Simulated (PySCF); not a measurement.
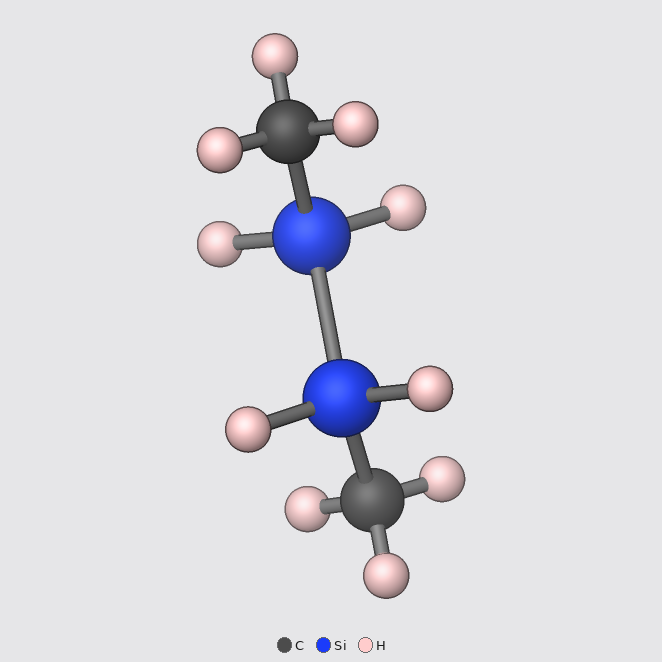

The computed structure is the end point of a PBE0-D3(BJ)/def2-SVP optimisation. No frequency run is at hand to confirm it as a minimum.

Give the structural formula.

SMILES: C[SiH2][SiH2]C

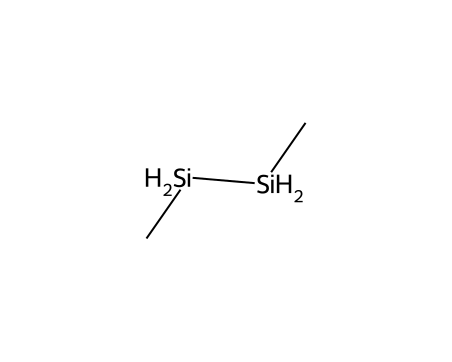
